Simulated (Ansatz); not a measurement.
ScAl3, pressure series

Base system: ScAl$_{3}$ in the Cu3Au type structure (space group Pm-3m, No. 221; a = 4.1055 Å).

Cell and atoms are relaxed at each pressure.

Calculations: PBE in Ansatz (plane waves to 420 eV, PAW, no spin-orbit coupling).

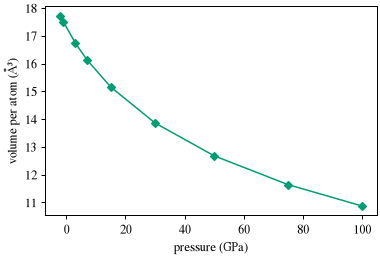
Figure. Volume against pressure

### Question
Estimate the zero-pressure bulk modulus from the plot.

### Answer
About 89 GPa; a third-order Birch–Murnaghan fit to the points gives V₀ = 17.30 Å³/atom, B₀ = 89 GPa and B₀′ = 3.8.

Load acts through the strain it causes; cell and atoms are relaxed under it. No phonon test of stability was made. No other phases were tried under pressure. All final runs are without spin polarisation.

Ansatz is a first-principles code.
